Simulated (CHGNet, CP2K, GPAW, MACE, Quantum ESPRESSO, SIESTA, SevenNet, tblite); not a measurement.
# How far do other methods lie from plane waves? Random rock-salt (Ti, Nb, Ta, Hf)C solid solution (64 atoms)

Aim: forces, pressure of random rock-salt (Ti, Nb, Ta, Hf)C solid solution (64 atoms) at one geometry, from other programs and methods, against plane-wave PBE.

Results are calculated, not measured.

### 1. The structure

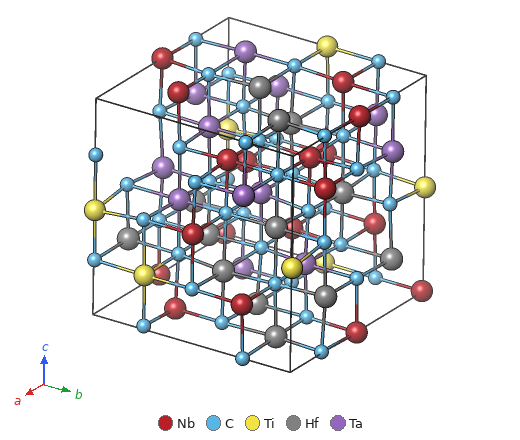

The cell (niobium red, carbon blue, titanium yellow, hafnium grey, tantalum purple). Some periodic images of atoms are drawn too.

The cell holds 64 atoms (11 Nb, 32 C, 3 Ti, 9 Hf and 9 Ta), with edges of 8.99, 8.99 and 8.99 Å. Recipe: rock-salt lattice (a = 4.495 Å, the mean of the end members), 2 x 2 x 2 cells, metal sites filled at random with 3 Ti, 11 Nb, 9 Ta, 9 Hf; every coordinate displaced by a Gaussian of 0.05 Å. Then every atom was moved at random, 0.02 Å r.m.s. a Cartesian component. The density is 10.9 g/cm³.

### 2. The reference input

Quantum ESPRESSO 7.5: Kohn-Sham DFT, PBE, SSSP efficiency 1.3.0 pseudopotentials, plane waves. Its input, pw.in:

```
&control
  calculation = 'scf'
  pseudo_dir = './pseudo'
  outdir = './tmp'
  disk_io = 'none'
  tprnfor = .true.
  tstress = .true.
/
&system
  ibrav = 0
  nat = 64
  ntyp = 5
  ecutwfc = 60
  ecutrho = 480
  nosym = .true.
  occupations = 'smearing'
  smearing = 'fd'
  degauss = 0.003675
/
&electrons
  conv_thr = 3.2e-07
  electron_maxstep = 100
  mixing_beta = 0.2
  mixing_mode = 'local-TF'
  diagonalization = 'david'
/
ATOMIC_SPECIES
Nb 92.906 Nb.upf
C 12.011 C.upf
Ti 47.867 Ti.upf
Hf 178.490 Hf.upf
Ta 180.948 Ta.upf
CELL_PARAMETERS angstrom
8.99000 0.00000 0.00000
0.00000 8.99000 0.00000
0.00000 0.00000 8.99000
ATOMIC_POSITIONS crystal
Nb 0.00654 0.99830 0.00450
C 0.24952 0.00073 0.99288
Ti 0.99333 0.25329 0.24667
C 0.24367 0.25170 0.24979
[... 58 atom lines left out ...]
Hf 0.74250 0.74831 0.50661
C 0.49658 0.74525 0.49022
K_POINTS gamma
```

```console
$ OMP_NUM_THREADS=1 mpirun -np 4 pw.x -in pw.in > output.txt
```

It took 3.5 min on 4 MPI ranks of Arm Neoverse V2, shared host; peak memory 3.5 GiB.

It converged with an r.m.s. force component of 1.1 eV/Å and a pressure of 5.3 GPa.

### 3. The other programs

- CHGNet: machine-learned potential, published weights.
- CP2K 2026.2: Gaussian basis with GTH pseudopotentials and a plane-wave density; labels give functional, basis (MOLOPT sets; SR short-range, UZH the newer set with its own potentials), grid cutoff/relative cutoff and solver (OT: orbital transformation; TRS4, TC2, SIGN: linear-scaling purification with its sparsity filter), or its built-in tight binding.
- GPAW 26.7.0: PAW with atomic orbitals (LCAO), plane waves or a real-space grid of spacing h.
- MACE: machine-learned potential, published weights.
- Quantum ESPRESSO 7.5: plane waves; labels (QE) give functional, pseudopotential set and cutoffs of waves/density.
- SIESTA 5.4.2: numerical atomic orbitals, whose automatically made sets are far from complete, with PseudoDojo norm-conserving potentials that we converted to its format (checked against plane waves on the same files for H, C, O, Si, Ge and Ca alone); labels give functional, basis size, energy shift and mesh cutoff.
- SevenNet: machine-learned potential, published weights.

All use the same cell and atoms, and the electronic-structure runs the same k-mesh.

### 4. Side by side

Differences are against the reference: forces as r.m.s. over components, share as that over the reference's r.m.s. force, slope as the fitted ratio of a run's forces to the reference's.

| run | Δ force, r.m.s. (meV/Å) | share (%) | slope | Δ pressure (GPa) | cores | CPU time | memory (GiB) |
| --- | --- | --- | --- | --- | --- | --- | --- |
| reference | - | - | - | - | 4 | 14 min | 3.5 |
| CHGNet 0.3.0 potential | 474 | 43.6 | 0.603 | 2.72 | 1 | 3 s | 0.93 |
| CP2K PBE, DZVP-MOLOPT-SR, 400/50 Ry, diagonalisation (coarse) | 66.2 | 6.08 | 0.980 | -3.50 | 4 | 13 min | 5.0 |
| CP2K PBE, DZVP-MOLOPT-SR, 800/50 Ry, diagonalisation | 66.2 | 6.09 | 0.980 | -3.49 | 4 | 12 min | 7.0 |
| CP2K PBE, DZVP-MOLOPT-SR, 800/70 Ry, diagonalisation | 66.1 | 6.08 | 0.980 | -3.50 | 4 | 15 min | 7.0 |
| CP2K PBE, SZV-MOLOPT-SR, 800/50 Ry, diagonalisation (coarse) | 413 | 38.0 | 0.757 | -18.7 | 2 | 4.4 min | 3.4 |
| CP2K RPBE, PBE potentials, DZVP-MOLOPT-SR, 800/50 Ry, diagonalisation | 71.5 | 6.57 | 0.980 | -0.915 | 4 | 13 min | 7.0 |
| GPAW PBE, LCAO dzp, h 0.28 Å (coarse) | 162 | 14.9 | 1.103 | - | 1 | 5.6 min | 0.98 |
| MACE MPA-0 medium potential | 250 | 23.0 | 0.876 | 3.06 | 1 | 6.7 s | 1 |
| QE PBE, dojo-0.4.1-standard, 80/320 Ry | 6.31 | 0.58 | 0.998 | -0.157 | 1 | 9.5 min | 1.4 |
| QE PBE, gbrv-1.5, 40/200 Ry | 15.8 | 1.45 | 1.004 | -0.977 | 2 | 6.1 min | 1.1 |
| SIESTA PBE, DZP, shift 0.01 Ry, mesh 500 Ry | 69.3 | 6.37 | 1.003 | 2.18 | 2 | 13 min | 2.4 |
| SIESTA PBE, DZP, shift 0.04 Ry, mesh 500 Ry (coarse) | 94.4 | 8.68 | 0.943 | -6.87 | 2 | 5.9 min | 1.6 |
| SIESTA PBEsol, DZP, shift 0.01 Ry, mesh 500 Ry | 71.5 | 6.58 | 0.986 | -5.35 | 2 | 13 min | 2.4 |
| SevenNet l3i5 potential | 377 | 34.6 | 0.774 | 3.75 | 1 | 8.2 s | 1.3 |

Rows marked coarse were listed beforehand as settings not expected to be converged; some can still land near the reference.

Times of the machine-learned potentials are mostly Python's start and the loading of weights.

Runs without a result: tblite GFN1-xTB (not converged); GPAW PBE, LCAO dzp, h 0.2 Å (cut off at its time limit); GPAW PBE, LCAO sz(dzp), h 0.2 Å (cut off at its time limit); GPAW PBE, LCAO dzp, h 0.2 Å, other mixer settings (cut off at its time limit); GPAW revPBE, LCAO dzp, h 0.2 Å (cut off at its time limit).

CPU time is summed over cores on shared hosts, so it is rough.

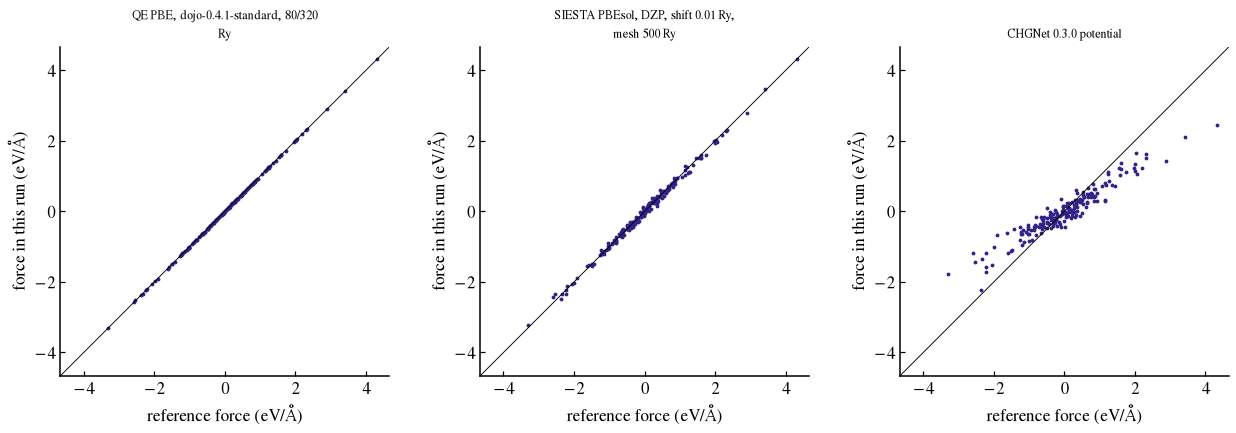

Force components against those of the reference; the line marks equality.

### 5. What came out

Forces lie from 0.58 % (QE PBE, dojo-0.4.1-standard, 80/320 Ry) to 44 % (CHGNet 0.3.0 potential) of the reference's r.m.s. force of 1.1 eV/Å away from it. Other PBE runs on plane waves or a grid: QE PBE, dojo-0.4.1-standard, 80/320 Ry 0.58 % and QE PBE, gbrv-1.5, 40/200 Ry 1.4 % of the r.m.s. force; the reference has errors of its own, so differences under a few per cent don't tell which side is nearer the exact PBE result. The PBE runs in local orbitals, coarse settings apart, differ by 6.1 % (CP2K PBE, DZVP-MOLOPT-SR, 800/70 Ry, diagonalisation) to 6.4 % (SIESTA PBE, DZP, shift 0.01 Ry, mesh 500 Ry); basis, grid and potentials can all enter. Machine-learned potentials differ by 23 % (MACE MPA-0 medium potential) to 44 % (CHGNet 0.3.0 potential); they were trained on other programs' data. Among those trained on PBE data the slope goes as low as 0.60, which softening far from their training structures can give, though the reference's k-sampling is untested too.

Rows with another functional or a dispersion term differ by 6.6 % in each run, which mixes the change of model with differences of basis and potentials, some of them made for another functional. Runs with settings chosen to be coarse differ by 6.1 % (CP2K PBE, DZVP-MOLOPT-SR, 400/50 Ry, diagonalisation) to 38 % (CP2K PBE, SZV-MOLOPT-SR, 800/50 Ry, diagonalisation), their programs' other errors included. GPAW PBE, LCAO dzp, h 0.28 Å stiffens the forces by a factor of 1.10 while following their directions (correlation 0.995). From CP2K PBE, DZVP-MOLOPT-SR, 400/50 Ry, diagonalisation to the finer CP2K PBE, DZVP-MOLOPT-SR, 800/70 Ry, diagonalisation the share goes from 6.08 to 6.08 %, so the grid isn't what parts these runs from the reference. Pressures at PBE, coarse settings apart, lie -3.50 to +2.18 GPa from the reference's.

**Limits.** The reference's pressure holds the uncorrected Pulay stress of its 60 Ry basis, so small pressure differences may be the reference's own error. Machine-learned potentials mimic data converged in k, so the reference's own k-point error enters their differences. The host structure and its lattice constant were typed by rule, without a check against the phase diagram. The electronic-structure runs sample only Γ, in a cell whose shortest periodic width is 9 Å, which is coarse for a cell with partly filled levels. Spin–orbit coupling is left out, which matters for the levels of the heavy elements. The reference's pressure of 5.3 GPa reflects the volume that the recipe set, positions that aren't this level's minimum and the coarse k-sampling. The reference has no spin polarisation, so local moments can't form. Where levels are smeared, the DFT runs use Fermi–Dirac occupations at 580 K (0.05 eV), and energies are free energies. The atoms were displaced at random, and shares hang on the size of the forces that this gives. The reference's cutoffs and mesh weren't converged further here.

[Logs are printed without paths, hosts, clocks, repeated set-up lines and the standing remarks that a program may print on its own settings, such as how far it seeks lower states.]

[Hosts, paths, dates, database ids (printed as entryN), source tags and the programs' standing remarks are cut or masked in the printed files.]

[Cells were taken only where this reference lay near another plane-wave run.]
